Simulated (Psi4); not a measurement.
# GeHF (SMILES [F][GeH]): MP3/def2-TZVPP

Aim: the vertical singlet–triplet gap of GeHF at MP3/def2-TZVPP, from 2 runs. 

The calculation is run with Psi4 1.11.

## (1) The structure to begin with

GeHF has 3 atoms, charge 0, and is taken as a singlet. As SMILES, `[F][GeH]`. The shape is that of a PBE0-D4/def2-TZVP optimisation.

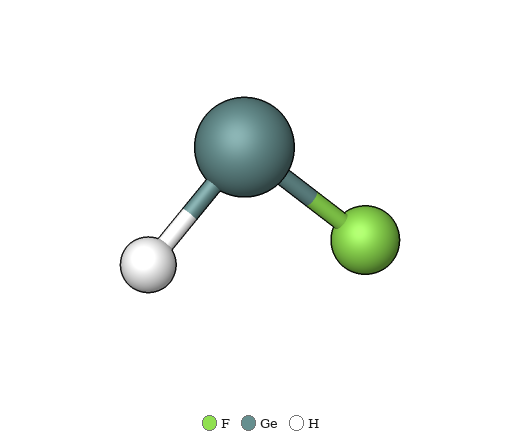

The structure, seen from a chosen angle (fluorine green, germanium teal, hydrogen white).

## (2) The energy at MP3/def2-TZVPP

Contents of job.in:

```
memory 1600 MB

molecule {
  0 1
  F      1.27008493     1.91353667     0.88760436
  Ge    -1.24325082     0.36887454    -0.63419209
  H     -0.04762110    -2.40505444    -0.27854563
  units au
  symmetry c1
}

set {
  basis def2-TZVPP
  reference rhf
  puream true
  e_convergence 1e-09
  d_convergence 1e-08
  scf_type pk
  num_frozen_docc 10
  mp_type conv
}

E, wfn = energy("mp3", return_wfn=True)
```

The run is started by

```bash
psi4 job.in job.out -n 1
```

job.out:

```text
[...]
  Running in c1 symmetry.
[...]
  Nuclear repulsion =   99.212640339823849
[...]
  Multiplicity = 1
[...]
  Nalpha       = 21
  Nbeta        = 21
[...]
    Number of basis functions: 93
[...]
   @RHF iter   1: -2174.38631906321280   -3.57965e+00   2.81610e-02 DIIS/ADIIS
[...]
   @RHF iter  12: -2175.43815232789757   -1.81899e-12   1.93804e-09 DIIS
[...]
    Orbital Energies [Eh]
    ---------------------
    Doubly Occupied:
       1A   -405.272532     2A    -52.177707     3A    -46.265650
       4A    -46.263972     5A    -46.263124     6A    -26.252378
       7A     -7.221575     8A     -5.198428     9A     -5.193191
      10A     -5.189354    11A     -1.681955    12A     -1.672143
      13A     -1.667282    14A     -1.666240    15A     -1.660019
      16A     -1.523480    17A     -0.722913    18A     -0.628349
      19A     -0.613736    20A     -0.550132    21A     -0.360289
[...]
  @RHF Final Energy: -2175.43815232789757
   => Energetics <=
    Nuclear Repulsion Energy =             99.2126403398238494
    One-Electron Energy =               -3233.2126848102816439
    Two-Electron Energy =                 958.5618921425603958
    Total Energy =                      -2175.4381523278975692
[...]
 Multipole Moments:
 ------------------------------------------------------------------------------------
     Multipole            Electronic (a.u.)      Nuclear  (a.u.)        Total (a.u.)
 ------------------------------------------------------------------------------------
 L = 1.  Multiply by 2.5417464519 to convert [e a0] to [Debye]
 Dipole X            :         -2.8839354            2.1520645           -0.7318709
 Dipole Y            :          0.3487590           -0.7472827           -0.3985237
 Dipole Z            :         -0.0000000           -0.0000000           -0.0000000
 Magnitude           :                                                    0.8333404
[...]
	SCS-MP2 Total Energy (a.u.)        : -2175.90322473118522
	SOS-MP2 Total Energy (a.u.)        : -2175.89458205050778
[...]
	SOS-PI-MP2 Total Energy (a.u.)     : -2175.92969202916993
[...]
	MP2 Total Energy (a.u.)            : -2175.92051009253828
[...]
	SCS-MP3 Total Energy (a.u.)        : -2175.90188005150321
[...]
	MP3 Total Energy (a.u.)            : -2175.91513137380934
[...]
```

It took 6.6 s on 1 thread of Intel Xeon 6975P-C (Granite Rapids), shared host; peak memory 0.65 GiB.

## (3) The triplet, same level

Contents of fgeh.json:

```json
{
 "schema_name": "qcschema_input",
 "schema_version": 1,
 "molecule": {
  "schema_name": "qcschema_molecule",
  "schema_version": 2,
  "symbols": ["F", "Ge", "H"],
  "geometry": [1.27008493, 1.91353667, 0.88760436, -1.24325082, 0.36887454, -0.63419209, -0.0476211, -2.40505444, -0.27854563],
  "molecular_charge": 0,
  "molecular_multiplicity": 3,
  "fix_symmetry": "c1",
  "fix_com": true,
  "fix_orientation": true
 },
 "driver": "energy",
 "model": {
  "method": "mp3",
  "basis": "def2-TZVPP"
 },
 "keywords": {
  "reference": "uhf",
  "puream": true,
  "e_convergence": 1e-09,
  "d_convergence": 1e-08,
  "scf_type": "pk",
  "num_frozen_docc": 10,
  "maxiter": 200,
  "mp_type": "conv"
 }
}
```

The run is started by

```bash
psi4 --qcschema fgeh.json -n 1 --memory 1600MB
```

stdout:

```text
[...]
  Running in c1 symmetry.
[...]
  Nuclear repulsion =   99.212640339823849
[...]
  Multiplicity = 3
[...]
  Nalpha       = 22
  Nbeta        = 20
[...]
    Number of basis functions: 93
[...]
   @UHF iter   1: -2174.27940408852601   -3.47273e+00   2.83793e-02 ADIIS/DIIS
[...]
   @UHF iter  16: -2175.38521144004653   -3.18323e-12   4.50149e-09 DIIS
[...]
   @S^2 Observed:                2.015345012E+00
[...]
    Orbital Energies [Eh]
    ---------------------
    Alpha Occupied:
       1A   -405.281387     2A    -52.185575     3A    -46.274851
       4A    -46.273110     5A    -46.271754     6A    -26.253836
       7A     -7.233037     8A     -5.210008     9A     -5.207207
      10A     -5.202856    11A     -1.690994    12A     -1.677979
      13A     -1.677238    14A     -1.677067    15A     -1.675378
      16A     -1.529303    17A     -0.757701    18A     -0.635996
      19A     -0.633544    20A     -0.586495    21A     -0.452818
      22A     -0.303141
    Alpha Virtual:
      23A      0.086437    24A      0.136133    25A      0.245190
[...]
  @UHF Final Energy: -2175.38521144004653
   => Energetics <=
    Nuclear Repulsion Energy =             99.2126403398238494
    One-Electron Energy =               -3232.8734983810545600
    Two-Electron Energy =                 958.2756466011842349
    Total Energy =                      -2175.3852114400465325
  UHF NO Occupations:
  HONO-2 :   20  A 1.9933527
  HONO-1 :   21  A 1.0000000
[...]
 Multipole Moments:
 ------------------------------------------------------------------------------------
     Multipole            Electronic (a.u.)      Nuclear  (a.u.)        Total (a.u.)
 ------------------------------------------------------------------------------------
 L = 1.  Multiply by 2.5417464519 to convert [e a0] to [Debye]
 Dipole X            :         27.5997781          -28.4008830           -0.8011049
 Dipole Y            :        -26.9871797           26.6207609           -0.3664188
 Dipole Z            :         12.1124114          -12.5842533           -0.4718419
 Magnitude           :                                                    0.9993331
[...]
	SCS-MP2 Total Energy (a.u.)        : -2175.82480573592511
	SOS-MP2 Total Energy (a.u.)        : -2175.81332838125672
[...]
	SOS-PI-MP2 Total Energy (a.u.)     : -2175.84626045365758
[...]
	MP2 Total Energy (a.u.)            : -2175.84776044526234
[...]
	SCS-MP3 Total Energy (a.u.)        : -2175.82291711565176
[...]
	MP3 Total Energy (a.u.)            : -2175.84020596416849
[...]
```

The result, in JSON:

```text
{
 "driver": "energy",
 "model": {
  "method": "mp3",
  "basis": "def2-TZVPP"
 },
 "success": true,
 "return_result": -2175.8402059641685,
 "properties": {
  "calcinfo_nbasis": 93,
  "calcinfo_nmo": 93,
  "calcinfo_nalpha": 22,
  "calcinfo_nbeta": 20,
  "calcinfo_natom": 3,
  "nuclear_repulsion_energy": 99.21264033982385,
  "return_energy": -2175.8402059641685,
  "scf_one_electron_energy": -3232.8734983810546,
  "scf_two_electron_energy": 958.2756466011842,
  "scf_dipole_moment": [-0.8011048942125285, -0.3664188288027148, -0.4718418624022096],
  "scf_total_energy": -2175.3852114400465,
  "scf_iterations": 16,
  "mp2_same_spin_correlation_energy": -0.13322828120794347,
  "mp2_opposite_spin_correlation_energy": -0.3293207240078892,
  "mp2_singles_energy": 0.0,
  "mp2_doubles_energy": -0.46254900521583264,
  "mp2_correlation_energy": -0.46254900521580566,
  "mp2_total_energy": -2175.8477604452623
 }
}
```

Run time: 13 s. Hardware: 1 thread of Intel Xeon 6975P-C (Granite Rapids), shared host; peak memory 0.69 GiB.

## (4) What came out

Level: MP3/def2-TZVPP, 10 core orbitals frozen.

```
                                                           quantity           value
                                              singlet: total energy  -2175.91513 Eh
                       singlet: HOMO energy (Hartree–Fock orbitals)        -9.80 eV
                       singlet: LUMO energy (Hartree–Fock orbitals)         0.28 eV
                     singlet: HOMO–LUMO gap (Hartree–Fock orbitals)        10.09 eV
              singlet: correlation energy (10 core orbitals frozen)      -477.0 mEh
                                              triplet: total energy  -2175.84021 Eh
triplet: HOMO energy (Hartree–Fock orbitals) (highest over α and β)        -8.25 eV
 triplet: LUMO energy (Hartree–Fock orbitals) (lowest over α and β)        -0.84 eV
              triplet: correlation energy (10 core orbitals frozen)      -455.0 mEh
                         triplet: ⟨S²⟩ of the reference determinant           2.015
                   vertical energy of the triplet above the singlet        2.039 eV
```

**Reading.** At this shape the triplet lies 2.04 eV (47 kcal/mol) above the singlet.
